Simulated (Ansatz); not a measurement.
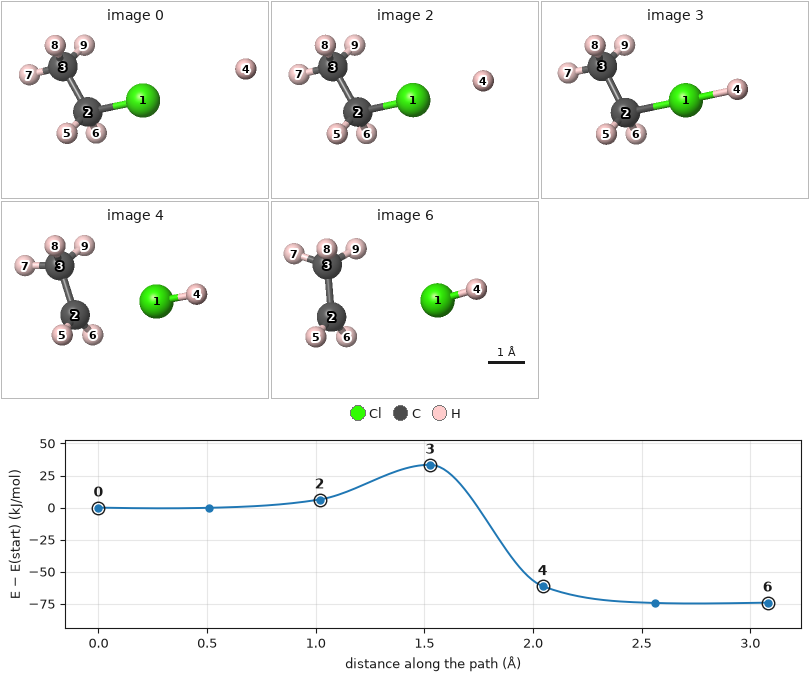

A search for the minimum-energy path of C$_{2}$H$_{6}$Cl (multiplicity 2), made up at the start of C2H5Cl and H by the nudged elastic band. Images are numbered from 0 (start) to 6 (end). The picture is a ball-and-stick view, seen at a tilt.

Theory: UKS PBE0-D4/def2-SVP (Ansatz 0.2.0). Settings: 5 movable images; climbing image.

What happens along the path, and what is the barrier?

Forward barrier 33.4 kJ/mol, backward barrier 107.4 kJ/mol, with image 3 at the top; the reaction energy is −74.0 kJ/mol. Breaking: Cl1–C2 (1.79 → 1.96 at the top → 3.41 Å). Forming: Cl1–H4 (3.40 → 1.68 at the top → 1.28 Å). The band converged in 14 iterations. The largest component of the band force went from 1.5 to 0.018 eV/Å. The climbing image converged on the top of the path. Its curvatures weren't checked. The largest force component is 0.32 eV/Å at the start and 0.36 eV/Å at the end; an end with forces this large is no minimum, and the barrier measured from it can be far off.

Limits of the set-up: the start holds two separate molecules, 3.4 Å apart at their closest, whose relative position is a soft coordinate.

Cost: 92 s on 4 threads of Arm Neoverse V2, on a shared host.
